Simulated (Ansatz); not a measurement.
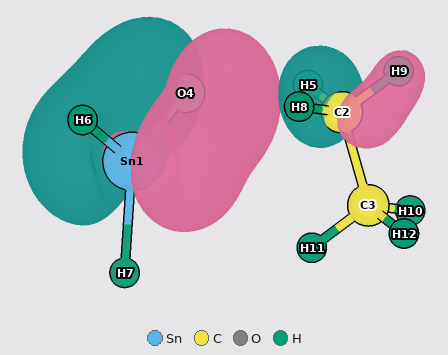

*H2OSn···C2H6. The HOMO−1 at ±0.08 Å⁻³ᐟ² (teal and pink are the two phases), seen at a tilt.*

Core potentials replace the inner electrons of Sn; not at a stationary point (largest force 0.7 eV/Å).

Theory: RKS PBE-D4/def2-SVP (Ansatz).

The calculation's input:

```
crystal:
  periodic: [false, false, false]
  atoms:
    - { symbol: Sn, position_ang: [-1.3552, 0.6764, 1.0716] }
    - { symbol: C, position_ang: [0.5699, -0.6125, 0.1272] }
    - { symbol: C, position_ang: [0.6687, -0.3558, -1.3704] }
    - { symbol: O, position_ang: [0.2744, 1.5554, 1.5447] }
    - { symbol: H, position_ang: [0.7273, 0.5769, 0.8617] }
    - { symbol: H, position_ang: [-2.3475, -0.1334, 2.2704] }
    - { symbol: H, position_ang: [-2.4149, 1.4234, -0.1024] }
    - { symbol: H, position_ang: [0.2166, -1.6342, 0.3052] }
    - { symbol: H, position_ang: [1.5803, -0.6256, 0.5624] }
    - { symbol: H, position_ang: [0.9012, 0.6881, -1.5745] }
    - { symbol: H, position_ang: [-0.2701, -0.5919, -1.8686] }
    - { symbol: H, position_ang: [1.4493, -0.9666, -1.8272] }
basis:
  gaussian: { orbitals: def2-SVP }
hamiltonian:
  xc: pbe
  dispersion: d4
relax:
  f_tol: 0.15
  max_steps: 25
  restrain:
    - { distance: [4, 1], at: 1.07, k: 30.0 }
    - { distance: [0, 1], at: 3.45, k: 30.0 }
    - { distance: [4, 3], at: 2.27, k: 30.0 }
output:
  orbitals: {}
```

Launched as:

```sh
ansatz run input.yaml --threads 2 --pin off --max-ram 3072MiB --backend cpu --events-out ev --progress --plain --runs-dir out
```

The fields are those of the run's last geometry, not of the input's.

> Describe this orbital and give its energy.

Its weight (Hirshfeld) is mainly on O4 (about 65 %) and Sn1 (about 25 %). Its energy is −6.32 eV.
